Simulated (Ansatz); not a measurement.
Consider Si3Ge5.

```yaml
crystal:
  lattice:
    - [0.00002, 0.00070, 6.48247]
    - [3.92453, 6.79670, 0.00074]
    - [-3.92462, 6.79676, 0.00072]
  atoms:
    - { symbol: Ge, position: [0.05856, 0.83487, 0.83253] }
    - { symbol: Ge, position: [0.05937, 0.82888, 0.33566] }
    - { symbol: Ge, position: [0.06677, 0.33487, 0.82788] }
    - { symbol: Si, position: [0.05819, 0.33462, 0.33693] }
    - { symbol: Ge, position: [0.56769, 0.66513, 0.16687] }
    - { symbol: Ge, position: [0.56771, 0.66187, 0.66946] }
    - { symbol: Ge, position: [0.55938, 0.17010, 0.16268] }
    - { symbol: Si, position: [0.56599, 0.16932, 0.66766] }
    - { symbol: Ge, position: [0.43889, 0.83811, 0.83085] }
    - { symbol: Ge, position: [0.43803, 0.83223, 0.33391] }
    - { symbol: Si, position: [0.43938, 0.33159, 0.82996] }
    - { symbol: Ge, position: [0.43083, 0.33155, 0.33900] }
    - { symbol: Si, position: [0.93916, 0.66224, 0.16851] }
    - { symbol: Si, position: [0.93917, 0.66526, 0.66783] }
    - { symbol: Ge, position: [0.93862, 0.16995, 0.16724] }
    - { symbol: Si, position: [0.93226, 0.16941, 0.66305] }
```

Space group P1; a generated structure, not necessarily the stable one.

Computed with DFT PBEsol, scalar-relativistic, plane waves, PAW (Ansatz).

Question: What will maps of the valence pseudo-density and electron localisation function show?

Answer: Si–Ge (2.41 Å): the density is about 0.55 e/Å³ at the midpoint; the ELF peaks at about 0.90 between the atoms, as expected for a covalent bond.
Ge–Ge (2.46 Å): the density is about 0.5 e/Å³ at the midpoint; the ELF peaks at about 0.80 between the atoms: localised, covalent bonding.

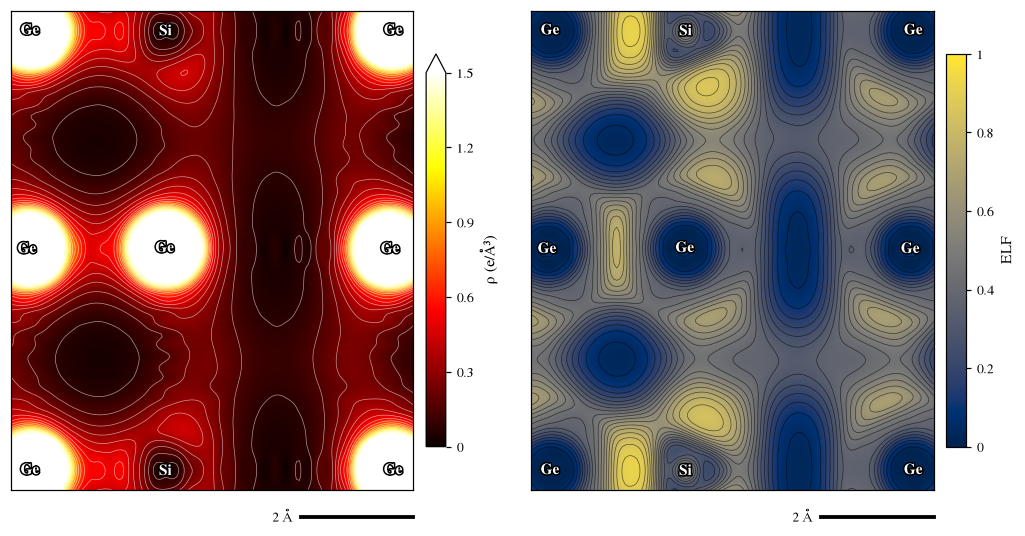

Computed valence pseudo-density and electron localisation function on the (001) plane of the conventional cell, in this order. 
